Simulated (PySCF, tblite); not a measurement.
# C6H11ClOSi2: geometry, infrared bands and NMR shifts

Aim: predict the infrared bands and NMR shifts of C6H11ClOSi2 (`C#C[Si@@]1(Cl)CCC[Si@H](O)C1`).

The runs use tblite 0.8.0 and PySCF 2.14.0, with density-fitted response routines of our own; the level of theory stands in each step. All values are computed, except where a source is named. Atoms count from 0, in the outputs and in this text.

**1. The molecule as given**

21 atoms, charge 0, multiplicity 1; geometry from: force field or distance geometry start.

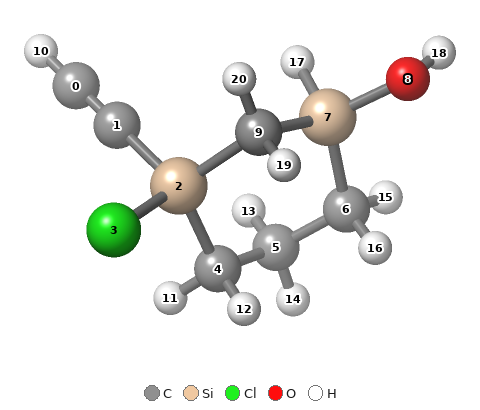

As it starts; carbon grey, silicon light orange, chlorine green, oxygen red, hydrogen white, atoms numbered.

**2. Relaxing the molecule with GFN2-xTB**

What the job is given:

```
{"job": {"kind": "relax", "xc": "GFN2-xTB", "basis": "xTB"}, "charge": 0, "multiplicity": 1}
C      3.187500    -1.725300     0.119300
C      2.362800    -0.919200     0.492400
Si     1.105100     0.321400     1.103600
Cl     1.908000     1.309600     2.709900
C      0.741400     1.625600    -0.223500
C     -0.019100     1.098100    -1.460600
C     -1.397700     0.535700    -1.115900
Si    -1.374500    -0.930800     0.086200
O     -2.915800    -1.491400     0.382500
C     -0.497300    -0.473800     1.653700
H      3.899800    -2.432500    -0.215000
H      1.693300     2.052000    -0.557100
H      0.163000     2.444700     0.233900
H      0.590400     0.333300    -1.971400
H     -0.144900     1.931200    -2.169200
H     -1.894300     0.214800    -2.025200
H     -2.017900     1.328900    -0.675000
H     -0.673600    -2.053600    -0.587200
H     -3.322300    -2.043300    -0.298900
H     -1.091900     0.234200     2.235300
H     -0.310900    -1.342700     2.281700
```

On the command line:

```sh
> OMP_NUM_THREADS=1 python probes_run.py task.json out
```

One launch serves the whole session: the jobs run in the order shown.

Standard output:

```text
step      E/eV     max force
  0    -830.83824    1.667
  1    -830.87908    1.849
  2    -830.88333    1.681
  3    -830.90863    0.227
  4    -830.91398    0.192
  5    -830.92609    0.435
  6    -830.93234    0.321
  7    -830.93846    0.183
  8    -830.94283    0.152
  9    -830.94728    0.209
 10    -830.95099    0.157
 11    -830.95418    0.132
 12    -830.95728    0.150
 13    -830.96072    0.179
 14    -830.96426    0.160
 15    -830.96705    0.125
 16    -830.96883    0.097
 17    -830.97009    0.084
 18    -830.97126    0.083
 19    -830.97217    0.065
 20    -830.97283    0.064
 21    -830.97342    0.064
 22    -830.97416    0.086
 23    -830.97500    0.078
 24    -830.97578    0.075
 25    -830.97639    0.065
 26    -830.97690    0.051
 27    -830.97735    0.054
 28    -830.97777    0.060
 29    -830.97815    0.046
 30    -830.97846    0.038
 31    -830.97872    0.047
 32    -830.97900    0.040
 33    -830.97935    0.057
 34    -830.97986    0.074
 35    -830.98050    0.070
 36    -830.98113    0.056
 37    -830.98164    0.040
 38    -830.98208    0.051
 39    -830.98245    0.057
 40    -830.98274    0.040
 41    -830.98297    0.050
 42    -830.98319    0.029
 43    -830.98342    0.041
 44    -830.98365    0.036
 45    -830.98385    0.032
 46    -830.98401    0.042
 47    -830.98419    0.039
 48    -830.98440    0.048
 49    -830.98462    0.039
 50    -830.98487    0.054
 51    -830.98517    0.058
 52    -830.98546    0.041
 53    -830.98570    0.033
 54    -830.98589    0.030
 55    -830.98605    0.042
 56    -830.98624    0.046
 57    -830.98643    0.034
 58    -830.98658    0.028
 59    -830.98666    0.019
 60    -830.98672    0.018
 61    -830.98678    0.022
 62    -830.98687    0.030
 63    -830.98697    0.035
 64    -830.98710    0.027
 65    -830.98723    0.027
 66    -830.98735    0.024
 67    -830.98748    0.026
 68    -830.98760    0.030
 69    -830.98772    0.027
 70    -830.98785    0.031
 71    -830.98801    0.034
 72    -830.98817    0.033
 73    -830.98830    0.021
 74    -830.98838    0.017
 75    -830.98843    0.018
 76    -830.98848    0.019
 77    -830.98853    0.016
 78    -830.98857    0.012
 79    -830.98860    0.010
 80    -830.98862    0.011
 81    -830.98864    0.013
 82    -830.98868    0.015
 83    -830.98871    0.013
 84    -830.98873    0.011
 85    -830.98875    0.011
 86    -830.98878    0.014
 87    -830.98882    0.017
 88    -830.98885    0.015
 89    -830.98887    0.010
```

Wall time 1.8 s (1 thread of Arm Neoverse N1, shared host); peak memory 0.18 GiB.

The steps of the relaxation: (not every step is listed)

```
step  energy from step 0 (eV)  largest force (eV/Å)
   0                   0.0000                1.6672
   1                  -0.0408                1.8486
   2                  -0.0451                1.6810
   3                  -0.0704                0.2272
   4                  -0.0757                0.1917
   5                  -0.0879                0.4351
   6                  -0.0941                0.3208
   7                  -0.1002                0.1826
   8                  -0.1046                0.1522
  15                  -0.1288                0.1252
  22                  -0.1359                0.0865
  29                  -0.1399                0.0463
  36                  -0.1429                0.0564
  43                  -0.1452                0.0412
  50                  -0.1466                0.0543
  57                  -0.1482                0.0342
  64                  -0.1489                0.0267
  71                  -0.1498                0.0343
  78                  -0.1503                0.0121
  84                  -0.1505                0.0108
  85                  -0.1505                0.0108
  86                  -0.1505                0.0136
  87                  -0.1506                0.0172
  88                  -0.1506                0.0151
  89                  -0.1506                0.0096
```

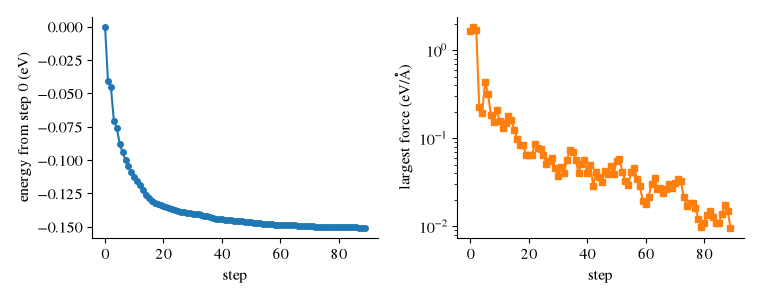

Energy and largest force along the relaxation.

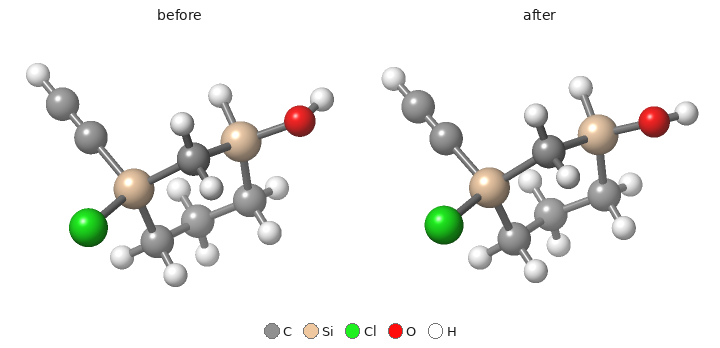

The geometry before (left) and after (right).

Distances of close pairs at the start and the end, largest changes first:

| bond | before (Å) | after (Å) | change (Å) |
| --- | --- | --- | --- |
| Si7–C9 | 1.853 | 1.893 | +0.040 |
| Si7–O8 | 1.667 | 1.631 | -0.035 |
| Si2–C9 | 1.872 | 1.893 | +0.021 |
| Si7–H17 | 1.485 | 1.468 | -0.017 |
| C4–C5 | 1.545 | 1.529 | -0.016 |
| O8–H18 | 0.967 | 0.953 | -0.014 |
| C1–Si2 | 1.869 | 1.856 | -0.013 |
| C5–H13 | 1.103 | 1.092 | -0.011 |

The end geometry stands in the next job.

**3. Harmonic vibrations with GFN2-xTB**

What the job is given:

```
{"job": {"kind": "ir", "xc": "GFN2-xTB", "basis": "xTB"}, "charge": 0, "multiplicity": 1}
C      3.196683    -1.579019     0.081766
C      2.374469    -0.810906     0.504836
Si     1.102379     0.373312     1.156150
Cl     1.900729     1.327582     2.776119
C      0.710086     1.641037    -0.207190
C      0.047529     1.015421    -1.435372
C     -1.354787     0.477932    -1.150848
Si    -1.389691    -1.023413     0.017753
O     -2.903942    -1.390409     0.501450
C     -0.469713    -0.577560     1.611179
H      3.915882    -2.252362    -0.288649
H      1.629334     2.138318    -0.523484
H      0.058025     2.425409     0.184113
H      0.677087     0.206369    -1.813026
H     -0.016194     1.775078    -2.221517
H     -1.817648     0.212895    -2.104316
H     -1.959990     1.288781    -0.738038
H     -0.773798    -2.171200    -0.659906
H     -3.589353    -1.622493    -0.118041
H     -1.110877     0.034218     2.243615
H     -0.235130    -1.472048     2.182933
```

Standard output:

```text
mode    cm-1     km/mol
  1      44.5      0.01
  2      61.0      0.01
  3      87.5      0.69
  4     106.9      0.47
  5     119.9      1.50
  6     169.3      8.62
  7     187.9      3.82
  8     197.1      2.00
  9     224.7      3.61
 10     239.1     15.17
 11     263.5     83.42
 12     282.3     42.51
 13     288.4     28.25
 14     300.4     11.81
 15     417.4     11.19
 16     481.9    143.51
 17     612.9     28.07
 18     620.2     73.03
 19     664.4     22.91
 20     678.4     30.77
 21     682.1     70.51
 22     690.3    101.47
 23     699.1     50.04
 24     723.5      7.67
 25     740.5     69.47
 26     754.6    141.77
 27     778.8    169.64
 28     818.4    219.95
 29     834.5    189.02
 30     887.0    202.28
 31     958.0     16.52
 32     983.3     43.88
 33     987.5     11.35
 34    1059.0      5.28
 35    1120.2    152.12
 36    1129.1      8.53
 37    1171.4     43.38
 38    1223.7      2.88
 39    1301.6     14.17
 40    1314.1      6.06
 41    1354.4      5.16
 42    1444.4      2.76
 43    1473.2      0.65
 44    1485.8      3.54
 45    1510.2      0.33
 46    2207.0     27.19
 47    2214.6    320.99
 48    2930.1     62.91
 49    2952.2     38.87
 50    2958.1     16.21
 51    2971.1     59.07
 52    2974.3     83.02
 53    2978.0     25.56
 54    2995.4     28.04
 55    3012.6     20.25
 56    3352.3      0.38
 57    3675.5     10.53
```

It took 2.3 s on 1 thread of Arm Neoverse N1, shared host; peak memory 0.18 GiB.

The strongest bands and the atoms that carry them (share of the mass-weighted mode):

```csv
cm⁻¹,km/mol,atoms
482,143.5,"Si2 38 %, Cl3 19 %"
755,141.8,"H18 14 %, H17 14 %, Si2 13 %"
779,169.6,"H18 26 %, C9 12 %"
818,219.9,"Si2 19 %, C4 14 %, C9 14 %, C6 11 %"
834,189.0,"Si7 24 %, C9 24 %, H18 13 %"
887,202.3,"O8 47 %, Si7 40 %"
1120,152.1,"H20 38 %, H19 31 %, C9 29 %"
2215,321.0,H17 97 %
```

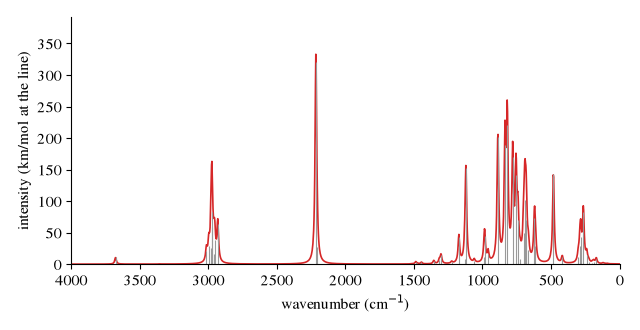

The infrared spectrum from these modes, unscaled. Lines are broadened to a width of 14 cm⁻¹ (Lorentzian).

**4. Nuclear shieldings: PBE0/pcSseg-1**

Same as in step 3 but for these lines:

```diff
@@ -1,2 +1,2 @@
-{"job": {"kind": "ir", "xc": "GFN2-xTB", "basis": "xTB"}, "charge": 0, "multiplicity": 1}
+{"job": {"kind": "nmr", "xc": "PBE0", "basis": "pcSseg-1"}, "charge": 0, "multiplicity": 1}
 C      3.196683    -1.579019     0.081766
```

Level: GIAO PBE0/pcSseg-1 NMR shielding, non-relativistic, gas phase.

Standard output:

```text
coarse grid: 19296 points
cycle   1  E = -1348.6772859825  dE =  1.193e+00  |g| = 8.920e-01  |ddm| = 4.344e+00
cycle   2  E = -1348.5599272724  dE =  1.174e-01  |g| = 1.193e+00  |ddm| = 1.873e+00
cycle   3  E = -1348.8388234982  dE = -2.789e-01  |g| = 1.503e-01  |ddm| = 1.234e+00
cycle   4  E = -1348.8430913152  dE = -4.268e-03  |g| = 4.445e-02  |ddm| = 1.569e-01
cycle   5  E = -1348.8433752215  dE = -2.839e-04  |g| = 2.741e-02  |ddm| = 5.112e-02
cycle   6  E = -1348.8435546908  dE = -1.795e-04  |g| = 7.070e-03  |ddm| = 2.291e-02
cycle   7  E = -1348.8435661561  dE = -1.147e-05  |g| = 1.953e-03  |ddm| = 6.963e-03
cycle   8  E = -1348.8435670658  dE = -9.096e-07  |g| = 3.110e-04  |ddm| = 2.173e-03
final grid: 173152 points
cycle   9  E = -1348.9127529924  dE = -4.649e-05  |g| = 9.598e-03  |ddm| = 3.442e-02
cycle  10  E = -1348.9127380152  dE =  1.498e-05  |g| = 1.258e-02  |ddm| = 1.917e-02
cycle  11  E = -1348.9127737040  dE = -3.569e-05  |g| = 1.449e-03  |ddm| = 1.160e-02
cycle  12  E = -1348.9127740511  dE = -3.471e-07  |g| = 5.115e-04  |ddm| = 1.510e-03
cycle  13  E = -1348.9127740987  dE = -4.758e-08  |g| = 2.405e-04  |ddm| = 4.946e-04
cycle  14  E = -1348.9127741127  dE = -1.406e-08  |g| = 5.298e-05  |ddm| = 1.928e-04
cycle  15  E = -1348.9127741133  dE = -5.580e-10  |g| = 1.498e-05  |ddm| = 5.233e-05
converged SCF energy = -1348.9127741133

GIAO shielding tensors (ppm)
atom      isotropic    diamagn.    paramagn.     s11        s22        s33       span
  0 C       82.941     260.664    -177.723      2.233      5.481    241.109    238.876
  1 C       95.951     260.624    -164.673     -3.564      0.166    291.251    294.816
  2 Si     349.710     877.493    -527.783    299.199    365.636    384.294     85.095
  3 Cl     911.346    1146.559    -235.213    856.421    885.968    991.647    135.226
  4 C      162.693     253.924     -91.231    153.930    156.492    177.658     23.728
  5 C      167.996     248.317     -80.322    156.474    170.890    176.623     20.149
  6 C      166.334     255.179     -88.845    156.388    161.733    180.880     24.491
  7 Si     352.389     878.527    -526.138    311.822    352.710    392.636     80.815
  8 O      303.115     383.527     -80.411    284.229    301.114    324.002     39.773
  9 C      174.795     260.692     -85.897    152.313    181.805    190.266     37.953
 10 H       29.654      33.118      -3.465     24.471     24.603     39.887     15.416
 11 H       30.457      30.244       0.213     25.668     29.129     36.576     10.908
 12 H       30.979      31.915      -0.936     26.949     30.125     35.864      8.915
 13 H       30.229      32.666      -2.437     26.693     29.167     34.826      8.133
 14 H       29.645      30.530      -0.885     22.955     28.351     37.628     14.673
 15 H       30.752      31.210      -0.458     25.731     28.697     37.829     12.097
 16 H       31.180      32.407      -1.227     27.648     29.514     36.379      8.731
 17 H       26.478      30.387      -3.909     22.957     25.761     30.715      7.758
 18 H       30.530      29.574       0.956     21.923     24.673     44.994     23.071
 19 H       31.273      31.279      -0.006     26.655     29.820     37.343     10.688
 20 H       30.590      29.990       0.600     26.190     28.678     36.901     10.711
```

Run time: 2 min. Hardware: 1 thread of Arm Neoverse N1, shared host; peak memory 1.1 GiB.

Shifts follow as δ = σ(reference) − σ, with reference shieldings (ppm) from runs at the same level and on the same kind of geometry: 1H TMS 31.72, 13C TMS 186.9, 29Si TMS 349.2, 17O H2O 336.1, 35Cl HCl 950. The references are single molecules in the gas phase, so shifts against H2O, NH3, PH3, H3PO4 or CFCl3 are not on the usual liquid scales and can be off by tens of ppm.

| atoms | environment | σ (ppm) | δ (ppm) | δ scaled to CDCl3 |
| --- | --- | --- | --- | --- |
| C0 | terminal alkyne carbon | 82.9 | 104.0 | 99.6 |
| C1 | alkyne carbon | 96.0 | 91.0 | 86.9 |
| C4 | sp3 CH2 bonded to Si | 162.7 | 24.2 | 21.7 |
| C6 | sp3 CH2 bonded to Si | 166.3 | 20.6 | 18.2 |
| C5 | sp3 CH2 in a ring | 168.0 | 18.9 | 16.6 |
| C9 | sp3 CH2 bonded to 2 Si | 174.8 | 12.1 | 9.9 |
| H17 | hydrogen on a silicon bonded to 2 C, O, in a 6-membered ring | 26.48 | 5.24 | – |
| H14 | hydrogen on an sp3 CH2 in a ring | 29.64 | 2.07 | 2.06 |
| H10 | hydrogen on a terminal alkyne carbon | 29.65 | 2.06 | 2.05 |
| H13 | hydrogen on an sp3 CH2 in a ring | 30.23 | 1.49 | 1.51 |
| H11 | hydrogen on an sp3 CH2 bonded to Si | 30.46 | 1.26 | 1.29 |
| H18 | hydrogen on an oxygen bonded to Si | 30.53 | 1.19 | – |
| H20 | hydrogen on an sp3 CH2 bonded to 2 Si | 30.59 | 1.13 | 1.17 |
| H15 | hydrogen on an sp3 CH2 bonded to Si | 30.75 | 0.96 | 1.01 |
| H12 | hydrogen on an sp3 CH2 bonded to Si | 30.98 | 0.74 | 0.80 |
| H16 | hydrogen on an sp3 CH2 bonded to Si | 31.18 | 0.54 | 0.61 |
| H19 | hydrogen on an sp3 CH2 bonded to 2 Si | 31.27 | 0.44 | 0.52 |
| Si2 | silicon bonded to 3 C, Cl, in a 6-membered ring | 349.7 | -0.6 | – |
| Si7 | silicon bonded to 2 C, O, H, in a 6-membered ring | 352.4 | -3.2 | – |
| Cl3 | chlorine bonded to Si | 911 | 38 | – |
| O8 | oxygen bonded to Si, H | 303.1 | 33.0 | – |

The scaled column applies a straight-line fit of computed shieldings to shifts measured in CDCl3, with any fitted terms for Cl, Br or S neighbours (root-mean-square error 0.16 ppm for H, 1.9 ppm for C).

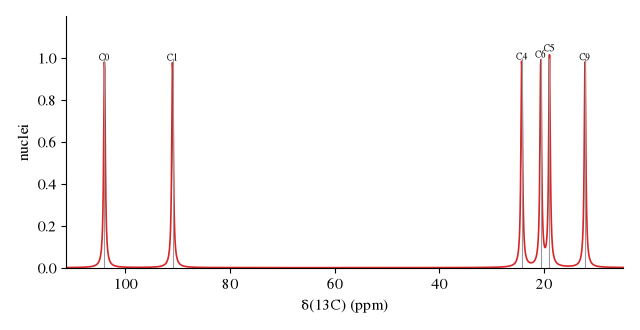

13C lines at the computed shifts, without couplings. Lines are broadened to a width of 0.37 ppm (Lorentzian).

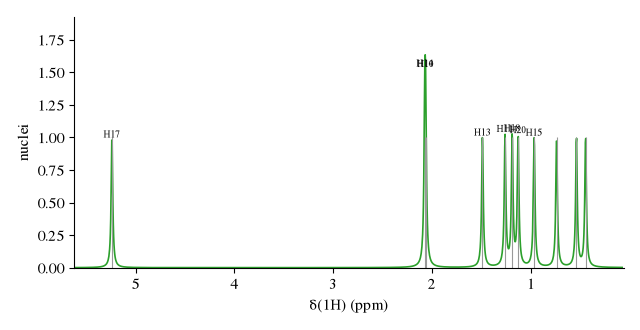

1H lines at the computed shifts, without couplings. Lines are broadened to a width of 0.02 ppm (Lorentzian).

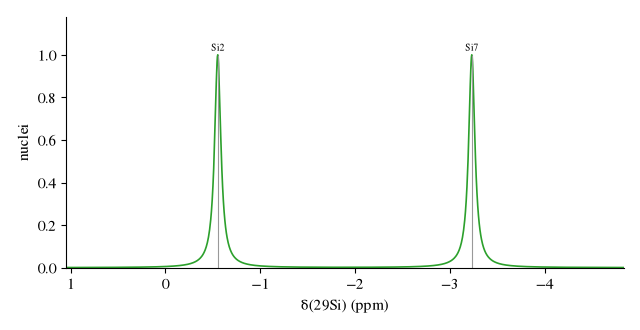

29Si lines at the computed shifts, without couplings. Lines are broadened to a width of 0.08 ppm (Lorentzian).

The run also stored atomic charges by several schemes (e):

| atoms | Mulliken | IAO | Hirshfeld | ESP fit |
| --- | --- | --- | --- | --- |
| C0 | -0.24 | -0.18 | -0.08 | -0.35 |
| C1 | -0.14 | -0.34 | -0.16 | -0.07 |
| Si2 | 1.05 | 1.07 | 0.40 | 0.36 |
| Cl3 | -0.33 | -0.31 | -0.13 | -0.18 |
| C4 | -0.52 | -0.55 | -0.16 | -0.34 |
| C5 | -0.25 | -0.24 | -0.07 | 0.22 |
| C6 | -0.56 | -0.58 | -0.17 | -0.44 |
| Si7 | 0.96 | 1.15 | 0.42 | 0.83 |
| O8 | -0.55 | -0.79 | -0.31 | -0.76 |
| C9 | -0.84 | -0.86 | -0.25 | -0.54 |

Hirshfeld charges:

C0 -0.08; C1 -0.16; Si2 0.40; Cl3 -0.13; C4 -0.16; C5 -0.07; C6 -0.17; Si7 0.42; O8 -0.31; C9 -0.25; H10 0.10; H11 0.04; H12 0.04; H13 0.03; H14 0.04; H15 0.04; H16 0.04; H17 -0.09; H18 0.18; H19 0.05; H20 0.05

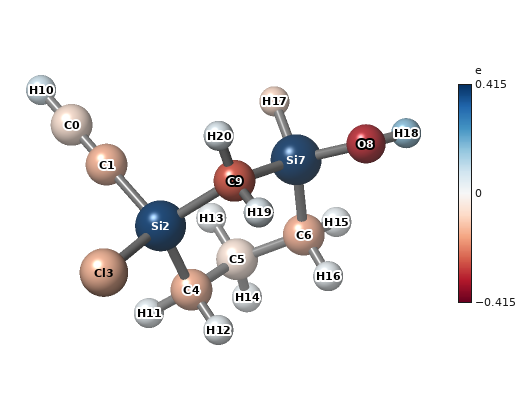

Hirshfeld charges, as colours on the atoms.

Mayer bond orders: C0–C1 2.55, C1–Si2 0.86, Si2–Cl3 0.99, Si2–C4 0.92, C4–C5 1.03, C5–C6 1.02, C6–Si7 0.88, Si7–O8 1.05, Si7–C9 0.87, C9–Si2 0.96.

Ring of atoms Si2, C4, C5, C6, Si7, C9: NICS(0) -2.9, NICS(1) -2.5, NICS(1)zz 2.8 ppm (means of both faces).

The fields below are evaluated on a grid from the run's orbitals.

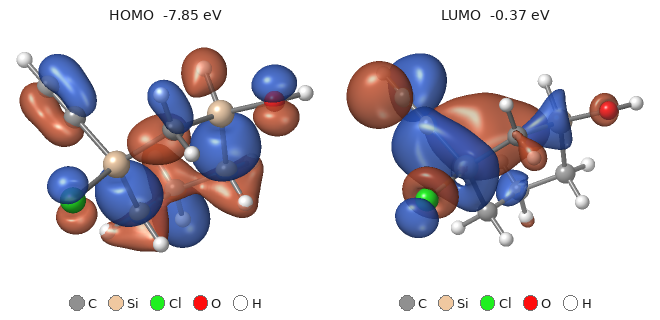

Frontier orbitals at PBE0/pcSseg-1; each surface holds 70 % of the orbital's density, blue and red mark the sign.

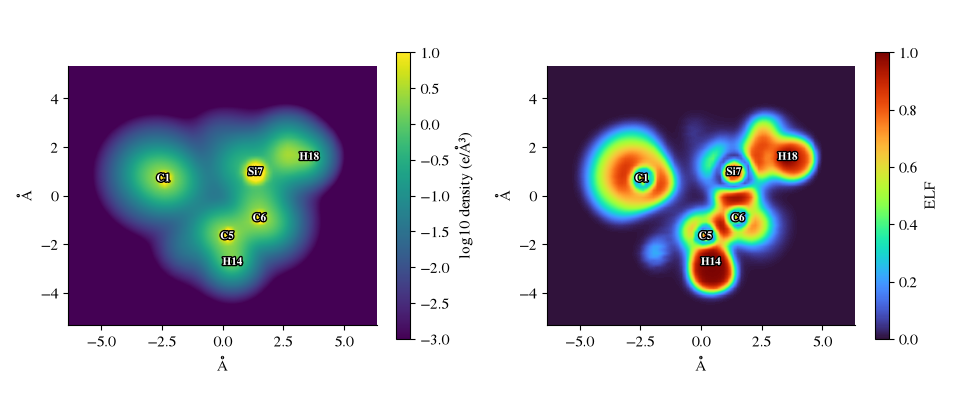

Density (left) and ELF (right) in a plane through or near 6 of the atoms.

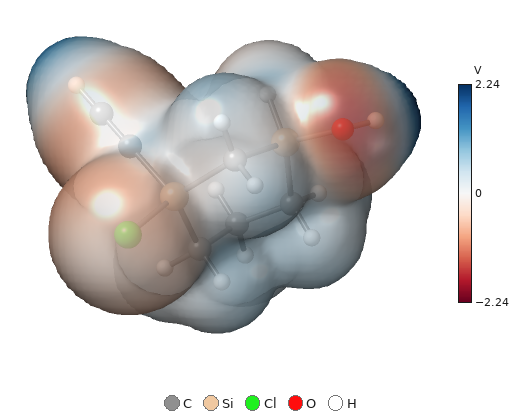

The potential that a unit positive charge feels on the 0.002 e/bohr³ surface, from the 1st to the 99th percentile, from -1.21 V near O8 to 2.24 V near H18.

**5. Summary of results**

| quantity | value |
| --- | --- |
| strongest single infrared mode (GFN2-xTB) | 2215 cm⁻¹, 321 km/mol |
| zero-point energy (GFN2-xTB) | 96.3 kcal/mol |
| 13C shifts against TMS (PBE0/pcSseg-1) | 104.0, 91.0, 24.2, 20.6, 18.9, 12.1 ppm |
| 1H shifts against TMS (PBE0/pcSseg-1) | 5.24, 2.07, 2.06, 1.49, 1.26, 1.19, 1.13, 0.96, 0.74, 0.54, 0.44 ppm |
| 29Si shifts against TMS (PBE0/pcSseg-1) | -0.6, -3.2 ppm |
| 35Cl shifts against HCl (PBE0/pcSseg-1) | 38 ppm |
| 17O shifts against H2O (PBE0/pcSseg-1) | 33.0 ppm |
| surface potential, 1st and 99th percentile | -1.21 V and 2.24 V |

**Reading.** Over 89 steps the energy fell by 0.151 eV; of the close pairs, Si7–C9 changed most, 1.853 to 1.893 Å. No mode is imaginary among the 57: a minimum at this level. The strongest single mode, at 2215 cm⁻¹, moves mainly H17. Unscaled tight-binding wavenumbers are off by several per cent, some by more. Its intensities can rank the bands wrongly. At PBE0/pcSseg-1: The widest tensor belongs to C1: span 295 ppm, with a paramagnetic part of -165 ppm. By nearest atom (PBE0/pcSseg-1), the HOMO sits on C6 15 %; C4 10 % and the LUMO on C0, C1 about 20 % each; Si2 17 %.
